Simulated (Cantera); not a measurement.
Feed: 1 mol Al₂O₃, 0.011 mol N₂, held at 8.40 Pa.

Cantera equilibrium calculation (NASA polynomials, part measured and part estimated; ideal gas, pure solids and liquids). Candidate condensed phases: Al, AlN, Al₂O₃; 16 gas species. The numbers say what is thermodynamically allowed, not how fast it happens.

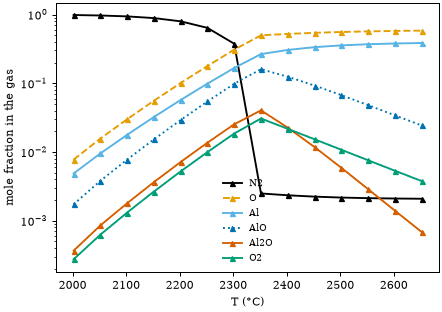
*Equilibrium gas composition (values under 1e-9 drawn at 1e-9)*

From 2002 °C to 2052 °C the condensed part is Al₂O₃(s). From 2102 °C to 2302 °C the condensed part is Al₂O₃(l). From 2352 °C to 2652 °C nothing is condensed. The main Al-bearing gas is Al throughout.
